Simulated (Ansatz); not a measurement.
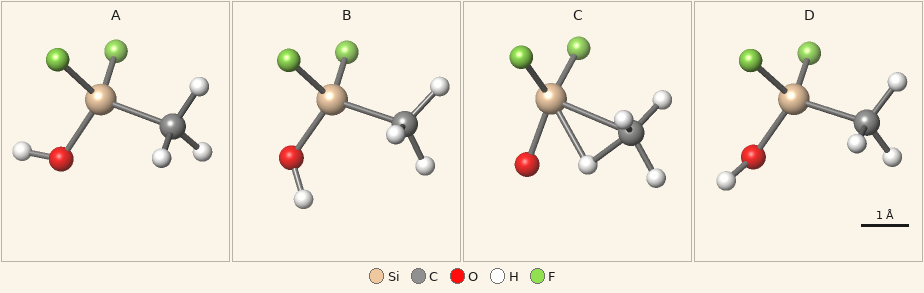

4 geometries from a converged minimum-energy path of CH$_{4}$F$_{2}$OSi, shuffled. Style: ball-and-stick. Shown at a tilt.

The calculation used Ansatz, RKS PBE0-D4/def2-SVP. Run with 5 movable images; climbing image; force threshold 0.03 eV/Å; iteration limit 60; starting path through a guess of the saddle point.

### Which frame is the transition state?

C. In order along the path, whose images run from 0 to 6: A (image 0, 0.0 kJ/mol), D (image 1, +8.3 kJ/mol), B (image 2, +12.2 kJ/mol), C (image 4, +302.2 kJ/mol). Breaking: H–O (0.96 → 2.44 Å), C–Si (1.83 → 2.70 Å). Forming: C–H (3.75 → 1.11 Å).

Cost: 4.5 min on 2 threads of Arm Neoverse V2, with other jobs on the host, peak memory 0.19 GiB.
